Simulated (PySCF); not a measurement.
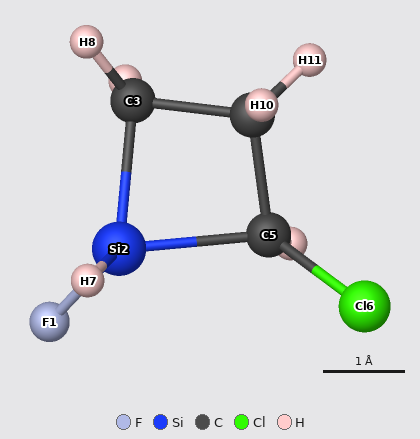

**Figure 1.** The structure as given in the input (ball-and-stick view, seen at a tilt; atoms are numbered from 1 in the order of the input).

# Two runs on C3H6ClFSi

System: C3H6ClFSi.
Method of the first run: GIAO PBE0/STO-3G NMR shielding, non-relativistic, gas phase (PySCF 2.14.0).

The geometry comes from this level: PBE0-D3(BJ)/def2-SVP. Text and figures count atoms from 1; the logs count them from 0 in places.

**Input, the first run**
```
{"job": {"kind": "nmr", "xc": "PBE0", "basis": "STO-3G", "pop": true}, "charge": 0, "multiplicity": 1}
F      1.469760     0.227051     2.274257
Si     1.044103    -0.161546     0.754996
C      0.322639     1.156486    -0.372104
C     -0.679555     0.062568    -0.831606
C     -0.685177    -0.842817     0.425356
Cl    -1.008654    -2.567906     0.156376
H      2.143968    -0.981638     0.181959
H      0.925826     1.621362    -1.163370
H     -0.181498     1.950636     0.200901
H     -0.266950    -0.507548    -1.679573
H     -1.674364     0.425837    -1.133039
H     -1.414111    -0.474317     1.163554
```

The first line tells a small driver script what to run in PySCF; the rest is the geometry in Å.

Launched with:
```bash
OMP_NUM_THREADS=1 python <driver script> task.json out
```

Hardware: 1 CPU thread, shared host.

**Output (the first run)**
```
coarse grid: 11312 points
cycle   1  E = -955.7766501303  dE =  2.068e-01  |g| = 4.301e-01  |ddm| = 4.306e+00
cycle   2  E = -955.7400164911  dE =  3.663e-02  |g| = 6.264e-01  |ddm| = 1.723e+00
cycle   3  E = -955.8648157814  dE = -1.248e-01  |g| = 5.899e-02  |ddm| = 9.509e-01
cycle   4  E = -955.8658369227  dE = -1.021e-03  |g| = 2.553e-02  |ddm| = 1.268e-01
cycle   5  E = -955.8660571941  dE = -2.203e-04  |g| = 3.676e-03  |ddm| = 4.243e-02
cycle   6  E = -955.8660626158  dE = -5.422e-06  |g| = 8.721e-04  |ddm| = 7.824e-03
final grid: 101136 points
cycle   7  E = -955.8123074819  dE = -2.957e-06  |g| = 3.797e-03  |ddm| = 1.183e-02
cycle   8  E = -955.8123065542  dE =  9.277e-07  |g| = 4.162e-03  |ddm| = 1.137e-02
cycle   9  E = -955.8123122036  dE = -5.649e-06  |g| = 3.275e-04  |ddm| = 6.182e-03
cycle  10  E = -955.8123122414  dE = -3.787e-08  |g| = 1.913e-05  |ddm| = 5.306e-04
cycle  11  E = -955.8123122416  dE = -1.392e-10  |g| = 6.945e-06  |ddm| = 4.497e-05
converged SCF energy = -955.8123122416

GIAO shielding tensors (ppm)
atom      isotropic    diamagn.    paramagn.     s11        s22        s33       span
  0 F      491.949     454.043      37.905    349.091    503.883    622.872    273.781
  1 Si     511.507     868.201    -356.693    448.130    520.697    565.695    117.565
  2 C      218.320     249.909     -31.589    200.242    216.157    238.562     38.321
  3 C      200.761     246.144     -45.383    179.954    200.601    221.730     41.776
  4 C      187.871     251.297     -63.426    150.921    189.920    222.773     71.852
  5 Cl    1008.673    1127.067    -118.394    930.140    988.244   1107.635    177.495
  6 H       29.344      31.151      -1.807     25.249     27.089     35.692     10.443
  7 H       31.809      30.490       1.319     26.671     27.653     41.102     14.431
  8 H       31.671      31.456       0.215     27.220     28.491     39.303     12.083
  9 H       30.919      31.482      -0.564     26.139     29.654     36.963     10.825
 10 H       30.923      30.308       0.615     25.076     27.947     39.745     14.669
 11 H       30.226      31.462      -1.236     24.316     30.185     36.175     11.860
```

The second run used a changed input.

**The two runs side by side**

| quantity | the first run | the second run |
| --- | --- | --- |
| outcome | converged | converged |
| total energy (hartree) | −955.812312 | −965.635750 |
| HOMO (eV) | −5.32 | −7.96 |
| LUMO (eV) | 4.76 | 0.41 |
| dipole moment (D) | 2.46 | 2.45 |
| shielding of F1 (ppm) | 491.9 | 368.2 |
| shielding of Si2 (ppm) | 511.5 | 327.9 |
| shielding of C3 (ppm) | 218.3 | 180.0 |
| shielding of C4 (ppm) | 200.8 | 169.2 |
| shielding of C5 (ppm) | 187.9 | 144.6 |
| shielding of Cl6 (ppm) | 1008.7 | 866.5 |
| shielding of H7 (ppm) | 29.3 | 27.1 |
| SCF iterations | 11 | 13 |
| basis functions | 44 | 74 |
| wall time (shared host) | 3.6 s | 6.2 s |

Which change of the input explains these differences?

The change (lines with − go, lines with + come):
```diff
-"basis": "STO-3G"
+"basis": "pcSseg-0"
```

The total energy of the second run is 6164.3 kcal/mol lower, which measures the change of basis and not a stability. The HOMO goes from −5.32 to −7.96 eV. The LUMO goes from 4.76 to 0.41 eV. Of all shieldings, the largest change is that of Si2, by −183.6 ppm. The SCF takes 13 iterations against 11. The basis functions go from 44 to 74.

**Output (the second run)**
```
coarse grid: 11312 points
cycle   1  E = -965.5305265152  dE =  5.193e-01  |g| = 5.350e-01  |ddm| = 3.881e+00
cycle   2  E = -965.4832592778  dE =  4.727e-02  |g| = 7.937e-01  |ddm| = 2.260e+00
cycle   3  E = -965.5883956096  dE = -1.051e-01  |g| = 7.244e-02  |ddm| = 1.344e+00
cycle   4  E = -965.5895671858  dE = -1.172e-03  |g| = 2.112e-02  |ddm| = 1.396e-01
cycle   5  E = -965.5896642557  dE = -9.707e-05  |g| = 7.028e-03  |ddm| = 3.604e-02
cycle   6  E = -965.5896778764  dE = -1.362e-05  |g| = 5.896e-04  |ddm| = 1.276e-02
cycle   7  E = -965.5896779555  dE = -7.906e-08  |g| = 1.427e-04  |ddm| = 1.151e-03
final grid: 101136 points
cycle   8  E = -965.6357446485  dE = -1.136e-05  |g| = 4.956e-03  |ddm| = 2.032e-02
cycle   9  E = -965.6357420611  dE =  2.587e-06  |g| = 6.048e-03  |ddm| = 1.312e-02
cycle  10  E = -965.6357499281  dE = -7.867e-06  |g| = 3.285e-04  |ddm| = 7.529e-03
cycle  11  E = -965.6357499536  dE = -2.551e-08  |g| = 7.363e-05  |ddm| = 5.935e-04
cycle  12  E = -965.6357499547  dE = -1.131e-09  |g| = 3.467e-05  |ddm| = 1.278e-04
cycle  13  E = -965.6357499550  dE = -2.995e-10  |g| = 4.889e-06  |ddm| = 5.057e-05
converged SCF energy = -965.6357499550

GIAO shielding tensors (ppm)
atom      isotropic    diamagn.    paramagn.     s11        s22        s33       span
  0 F      368.215     469.133    -100.918    321.155    347.392    436.100    114.945
  1 Si     327.894     871.302    -543.408    299.795    323.541    360.347     60.552
  2 C      179.994     257.479     -77.485    154.565    185.397    200.021     45.456
  3 C      169.247     248.763     -79.516    145.679    163.604    198.458     52.780
  4 C      144.646     260.038    -115.392    101.024    152.007    180.908     79.885
  5 Cl     866.451    1144.700    -278.248    668.405    839.976   1090.973    422.568
  6 H       27.097      26.528       0.569     23.345     25.233     32.714      9.369
  7 H       31.531      30.811       0.720     26.557     28.050     39.985     13.428
  8 H       31.600      31.205       0.396     27.688     28.607     38.506     10.818
  9 H       31.431      30.654       0.777     26.724     30.909     36.660      9.936
 10 H       30.360      30.621      -0.261     24.937     28.478     37.665     12.728
 11 H       29.697      31.984      -2.287     24.596     30.588     33.908      9.313
```
